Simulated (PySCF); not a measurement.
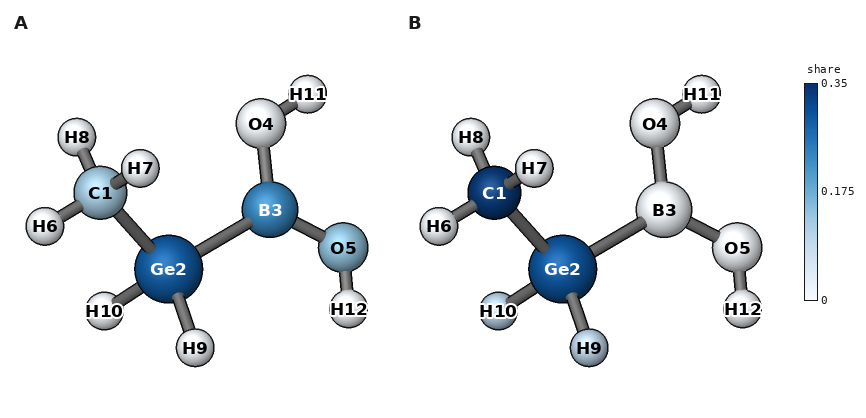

Each panel colours the atoms by their Löwdin share in one orbital (up to four of the largest shares; other atoms are shown as zero). The computed structure is the end point of a GFN2-xTB optimisation. No frequency run is at hand to confirm it as a minimum. Computed with PBE0/def2-SVPD (PySCF 2.14.0).

The panels show the HOMO−1, HOMO, in some order. Which is which?

Answer. A: HOMO, −8.11 eV; Ge2 0.29, B3 0.23, O5 0.14, C1 0.12
B: HOMO−1, −8.63 eV; C1 0.34, Ge2 0.30, H10 0.10, H9 0.09

The geometry is semi-empirical. Around B, Ge such bond lengths and angles can be off by a tenth of an ångström or more and by several degrees, and values that hang on the shape move with them.
